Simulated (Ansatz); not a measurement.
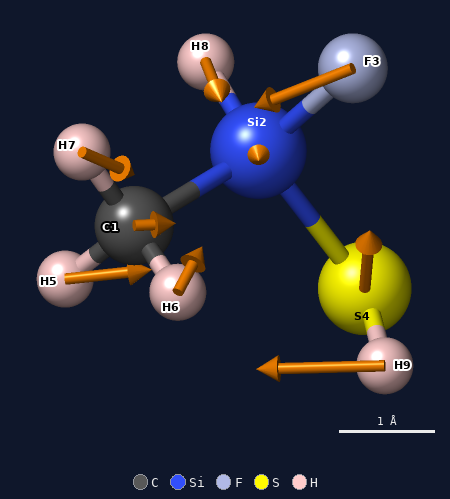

This is a relaxation of CH₅FSSi. The starting structure is drawn; orange arrows show the displacements, 30 times their true length. The two geometries are superimposed by the best rigid fit.

The picture is a ball-and-stick view, seen at a tilt.

The start comes from PBE-D4/def2-SVP.

Method: Ansatz 0.2.0, RKS PBE0-D4/def2-TZVP.

Input
```yaml
crystal:
  periodic: [false, false, false]
  atoms:
    - {symbol: C, position_ang: [-0.239571, 0.470099, -1.047760]}
    - {symbol: Si, position_ang: [0.527605, -0.568577, 0.306022]}
    - {symbol: F, position_ang: [1.959981, 0.129903, 0.710518]}
    - {symbol: S, position_ang: [-0.746285, -0.745625, 2.028260]}
    - {symbol: H, position_ang: [-1.191109, 0.017209, -1.391076]}
    - {symbol: H, position_ang: [-0.451973, 1.496419, -0.685334]}
    - {symbol: H, position_ang: [0.447695, 0.549462, -1.914916]}
    - {symbol: H, position_ang: [0.805919, -1.983487, -0.104256]}
    - {symbol: H, position_ang: [-1.023663, 0.588197, 2.081441]}
basis:
  gaussian: {orbitals: def2-TZVP}
hamiltonian: {xc: pbe0, dispersion: d4}
relax: {f_tol: 0.005, max_steps: 150}
```

**Describe the change and its energy.**

After 6 geometry steps the energy has fallen by 0.060 eV. Largest force component: 1.1 eV/Å at the start, 0.003 eV/Å at the end. H9 moves most after the best rigid fit: 0.046 Å. Largest moves by element: H 0.046 Å, F 0.042 Å, S 0.034 Å, C 0.015 Å, Si 0.009 Å. Near-neighbour distances that change, for instance: Si2–F3 1.644 → 1.602 Å, Si2–S4 2.149 → 2.125 Å, C1–Si2 1.871 → 1.851 Å, S4–H9 1.363 → 1.344 Å.
